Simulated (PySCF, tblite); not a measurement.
# C3H11NSi2: dynamics, then NMR shifts on frames, part 2 of 2

tblite 0.8.0 and PySCF 2.14.0. Atoms count from 0.

### 6 Shielding tensors: 800 fs, PBE0/pcSseg-1

Job settings and geometry (Å):

```
{"job": {"kind": "nmr", "xc": "PBE0", "basis": "pcSseg-1", "pop": false}, "charge": 0, "multiplicity": 1}
C     -3.901200     1.740900     0.285200
N     -2.574900     1.297200     0.428300
Si    -2.246000    -0.386300     0.606300
C     -0.421900    -0.552400     1.278900
C      0.137300     0.378300     2.090000
Si     1.853900     0.581200     2.753200
H     -4.640300     0.901300     0.565800
H     -3.994700     2.037700    -0.770800
H     -4.292200     2.470900     1.026200
H     -1.902700     1.983300     0.262700
H     -3.063700    -1.127500     1.516600
H     -1.990100    -1.165500    -0.637400
H      0.314400    -0.950400     0.741800
H     -0.504600     1.065500     2.565700
H      2.213400    -0.717900     3.140000
H      2.553400     1.102100     1.487000
H      1.763300     1.627600     3.864200
```

With the program's defaults for keys left out, this is: GIAO PBE0/pcSseg-1 NMR shielding, non-relativistic, gas phase.

The log of the run:

```text
coarse grid: 14392 points
cycle   1  E = -754.0078990743  dE =  3.886e-01  |g| = 4.754e-01  |ddm| = 3.617e+00
cycle   2  E = -753.9786801295  dE =  2.922e-02  |g| = 5.918e-01  |ddm| = 1.040e+00
cycle   3  E = -754.0642218550  dE = -8.554e-02  |g| = 4.947e-02  |ddm| = 6.328e-01
cycle   4  E = -754.0645812128  dE = -3.594e-04  |g| = 2.876e-02  |ddm| = 7.144e-02
cycle   5  E = -754.0647729274  dE = -1.917e-04  |g| = 4.335e-03  |ddm| = 2.762e-02
cycle   6  E = -754.0647768054  dE = -3.878e-06  |g| = 1.816e-03  |ddm| = 5.721e-03
final grid: 127560 points
cycle   7  E = -754.0970839793  dE = -1.927e-05  |g| = 7.516e-03  |ddm| = 1.960e-02
cycle   8  E = -754.0970684978  dE =  1.548e-05  |g| = 1.091e-02  |ddm| = 1.594e-02
cycle   9  E = -754.0970972290  dE = -2.873e-05  |g| = 1.579e-03  |ddm| = 9.824e-03
cycle  10  E = -754.0970978797  dE = -6.508e-07  |g| = 2.891e-04  |ddm| = 1.562e-03
cycle  11  E = -754.0970978988  dE = -1.909e-08  |g| = 9.681e-05  |ddm| = 3.146e-04
cycle  12  E = -754.0970979007  dE = -1.851e-09  |g| = 2.652e-05  |ddm| = 8.945e-05
cycle  13  E = -754.0970979008  dE = -1.651e-10  |g| = 5.063e-06  |ddm| = 3.198e-05
converged SCF energy = -754.0970979008

GIAO shielding tensors (ppm)
atom      isotropic    diamagn.    paramagn.     s11        s22        s33       span
  0 C      151.324     236.723     -85.399    127.119    139.867    186.988     59.868
  1 N      261.938     327.446     -65.508    210.659    271.851    303.303     92.644
  2 Si     400.137     883.917    -483.780    356.007    381.137    463.266    107.259
  3 C       19.071     264.679    -245.608   -120.902     -2.565    180.681    301.583
  4 C       24.908     258.761    -233.853   -106.409     -8.496    189.628    296.038
  5 Si     429.932     882.387    -452.455    390.171    440.572    459.053     68.882
  6 H       27.745      24.457       3.288     23.748     26.667     32.819      9.071
  7 H       27.646      24.178       3.468     21.024     25.870     36.044     15.021
  8 H       28.059      23.819       4.240     23.360     25.949     34.867     11.507
  9 H       32.985      39.571      -6.586     23.295     32.206     43.455     20.160
 10 H       26.929      31.510      -4.581     24.399     24.934     31.454      7.055
 11 H       26.328      32.012      -5.684     22.650     24.549     31.784      9.134
 12 H       25.203      40.738     -15.535     18.246     26.492     30.870     12.624
 13 H       24.510      35.353     -10.843     18.787     23.873     30.870     12.083
 14 H       27.917      30.984      -3.068     24.317     26.963     32.471      8.153
 15 H       26.199      29.742      -3.543     23.101     25.335     30.161      7.061
 16 H       26.647      28.893      -2.246     23.610     25.493     30.836      7.226
```

It took 32 s on 1 thread, shared host.

Key values: δ C3 167.9, C4 162.0, C0 35.6, N1 5.8, H13 7.21, H12 6.51 ppm.

### 7 NMR shieldings: 1000 fs, PBE0/pcSseg-1

Job settings and geometry (Å):

```
{"job": {"kind": "nmr", "xc": "PBE0", "basis": "pcSseg-1", "pop": false}, "charge": 0, "multiplicity": 1}
C     -4.264900     2.552700     0.546800
N     -3.022000     2.078800     0.503100
Si    -2.630100     0.428600     0.916000
C     -0.794900     0.381600     1.151100
C      0.059900     0.092800     2.231900
Si     1.840800     0.118700     2.749600
H     -4.737800     2.420400     1.583700
H     -4.951600     2.190900    -0.164200
H     -4.329700     3.631600     0.431400
H     -2.253200     2.560400    -0.013300
H     -3.486200     0.122700     2.166000
H     -2.929800    -0.338500    -0.157600
H     -0.277500     0.757900     0.146300
H     -0.669500    -0.168300     2.946400
H      2.424200    -1.193300     2.469600
H      2.654500     1.461100     2.150500
H      1.767400     0.313700     4.234500
```

Method: GIAO PBE0/pcSseg-1 NMR shielding, non-relativistic, gas phase.

The log of the run:

```text
coarse grid: 14392 points
cycle   1  E = -754.0078113969  dE =  3.354e-01  |g| = 4.556e-01  |ddm| = 3.595e+00
cycle   2  E = -753.9750848572  dE =  3.273e-02  |g| = 5.985e-01  |ddm| = 1.153e+00
cycle   3  E = -754.0575971307  dE = -8.251e-02  |g| = 5.872e-02  |ddm| = 7.434e-01
cycle   4  E = -754.0581689088  dE = -5.718e-04  |g| = 2.771e-02  |ddm| = 7.975e-02
cycle   5  E = -754.0583521893  dE = -1.833e-04  |g| = 7.352e-03  |ddm| = 2.909e-02
cycle   6  E = -754.0583615091  dE = -9.320e-06  |g| = 4.426e-03  |ddm| = 9.150e-03
cycle   7  E = -754.0583666011  dE = -5.092e-06  |g| = 5.252e-04  |ddm| = 3.723e-03
final grid: 127560 points
cycle   8  E = -754.0892079309  dE = -2.231e-05  |g| = 7.288e-03  |ddm| = 1.986e-02
cycle   9  E = -754.0891992561  dE =  8.675e-06  |g| = 9.552e-03  |ddm| = 1.717e-02
cycle  10  E = -754.0892209770  dE = -2.172e-05  |g| = 8.547e-04  |ddm| = 9.754e-03
cycle  11  E = -754.0892211223  dE = -1.452e-07  |g| = 3.297e-04  |ddm| = 1.016e-03
cycle  12  E = -754.0892211467  dE = -2.449e-08  |g| = 1.266e-04  |ddm| = 3.157e-04
cycle  13  E = -754.0892211505  dE = -3.729e-09  |g| = 3.299e-05  |ddm| = 1.226e-04
cycle  14  E = -754.0892211508  dE = -2.910e-10  |g| = 6.578e-06  |ddm| = 4.356e-05
converged SCF energy = -754.0892211508

GIAO shielding tensors (ppm)
atom      isotropic    diamagn.    paramagn.     s11        s22        s33       span
  0 C      160.720     227.537     -66.816    134.004    155.188    192.968     58.964
  1 N      263.199     333.915     -70.716    208.730    261.466    319.401    110.671
  2 Si     376.952     883.799    -506.848    342.728    373.625    414.502     71.775
  3 C        5.690     265.789    -260.100   -123.593    -16.189    156.851    280.444
  4 C       25.436     254.533    -229.097   -111.026      3.683    183.649    294.675
  5 Si     422.520     878.948    -456.428    389.875    425.724    451.961     62.086
  6 H       27.836      21.985       5.851     22.358     26.280     34.870     12.512
  7 H       29.874      24.216       5.658     24.153     27.323     38.146     13.993
  8 H       28.712      22.832       5.880     24.211     26.238     35.688     11.477
  9 H       31.332      36.279      -4.947     21.765     30.770     41.459     19.694
 10 H       25.997      29.751      -3.755     23.864     24.496     29.630      5.766
 11 H       27.731      34.057      -6.326     24.067     25.889     33.236      9.169
 12 H       23.395      36.437     -13.042     20.294     22.783     27.108      6.814
 13 H       24.440      31.536      -7.096     19.216     22.233     31.871     12.655
 14 H       26.956      28.809      -1.853     23.967     25.228     31.673      7.706
 15 H       24.795      26.238      -1.443     22.191     23.772     28.422      6.231
 16 H       26.749      27.009      -0.261     23.748     25.508     30.991      7.242
```

Wall time 31 s (1 thread, shared host).

This run: δ C3 181.2, C4 161.5, C0 26.2, N1 4.5, H12 8.32, H13 7.28 ppm.

### 8 Comparing the runs: NMR shifts

Shifts (ppm) of some atoms, chosen among heavy atoms and hydrogens apart, with basis size and wall time:

```csv
frame,C3,C4,H15,H9,N1,Si2,Si5,functions,time
250 fs,166.3,150.9,3.57,0.22,4.5,-42.1,-85.7,171,43 s
425 fs,161.1,150.0,4.41,0.67,16.8,-41.5,-54.9,171,32 s
625 fs,175.8,145.3,3.78,-2.07,-13.6,-31.9,-85.2,171,31 s
800 fs,167.9,162.0,5.52,-1.27,5.8,-51.0,-80.8,171,32 s
1000 fs,181.2,161.5,6.92,0.39,4.5,-27.8,-73.4,171,31 s
```

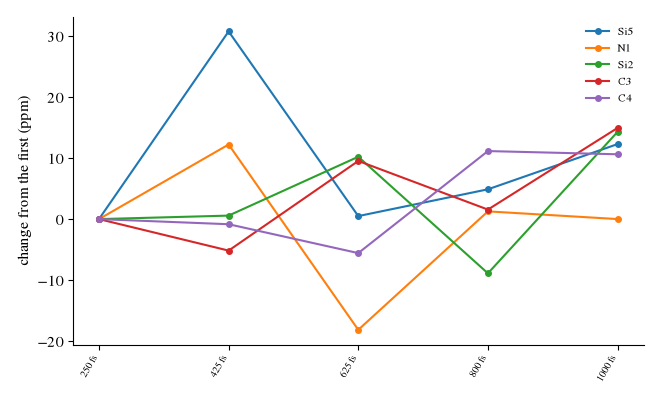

How five of the tabulated atoms move from run to run.

### 9 Summary of results

This closing draws on all 2 parts.

| quantity | value |
| --- | --- |
| thermostat | 600 K |
| mean temperature, second half | 619 K |
| mean potential energy above the minimum | 1.15 eV |
| ¹³C shifts against TMS (PBE0/pcSseg-1, 250 fs) | 166.3, 150.9, 37.2 ppm |
| ¹H shifts against TMS (PBE0/pcSseg-1, 250 fs) | 7.21, 7.05, 4.77, 4.69, 4.61, 4.49, 4.23, 3.61, 3.57, 2.87, 0.22 ppm |
| ¹⁵N shifts against NH3 (PBE0/pcSseg-1, 250 fs) | 4.5 ppm |
| ²⁹Si shifts against TMS (PBE0/pcSseg-1, 250 fs) | -42.1, -85.7 ppm |
| surface potential, 1st and 99th percentile | -0.64 V and 1.35 V |
| range of the shift of Si5 | -85.7 to -54.9 ppm |

In the second half the potential energy averages 1.15 eV above the minimum; equipartition over 45 harmonic modes at 600 K would give 1.16 eV. With 17 atoms the temperature swings widely (324 to 782 K). Shifts at one fixed geometry are not the observed spectrum, which averages over the motion. By nearest atom (PBE0/pcSseg-1), the HOMO sits on N1 58 %; H8 10 % and the LUMO on C3, C4 about 28 % each; Si5 7 %. Across the 5 runs the shift of Si5 moves most, between -85.7 (250 fs) and -54.9 ppm (425 fs).
